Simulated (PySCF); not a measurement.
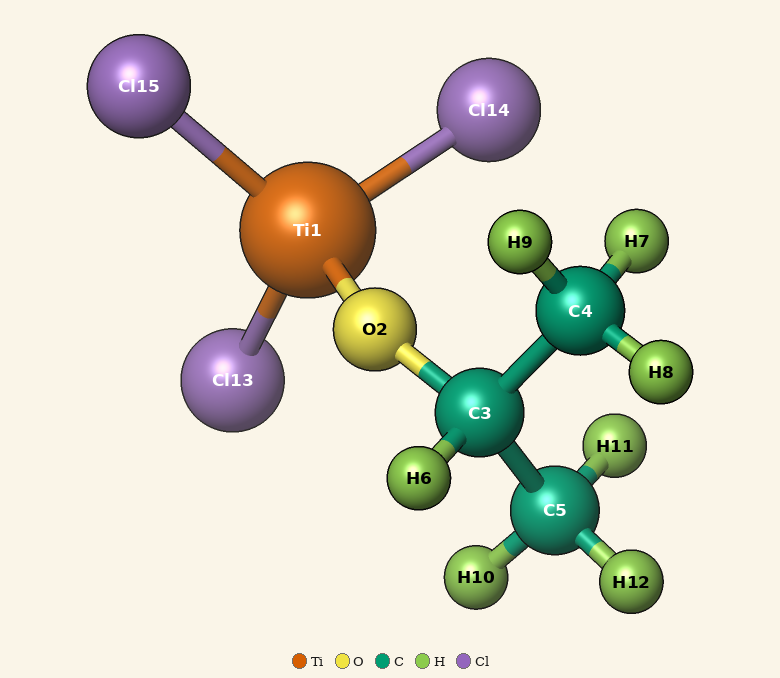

Charge 0, singlet. Computed geometry: PBE0-D3(BJ)/def2-SVP optimisation. No frequency run is at hand to confirm it as a minimum. Level of theory: delta-SCF UKS SCAN, pcX-2 on the ionised atom (unc-x2c-TZVPall on a metal), pcseg-1 elsewhere, spin-free X2C (PySCF 2.14.0).

Give the core-electron binding energies (to vacuum; p and d levels without spin–orbit splitting) of Ti1 2p, O2 1s, C3 1s, C4 1s, Cl13 1s, Cl13 2p.

```json
{"atom": "Ti1", "level": "2p", "binding energy (eV)": "465.7"}
{"atom": "O2", "level": "1s", "binding energy (eV)": "538.4"}
{"atom": "C3", "level": "1s", "binding energy (eV)": "293.0"}
{"atom": "C4", "level": "1s", "binding energy (eV)": "291.1"}
{"atom": "Cl13", "level": "1s", "binding energy (eV)": "2828.0"}
{"atom": "Cl13", "level": "2p", "binding energy (eV)": "206.0"}
```
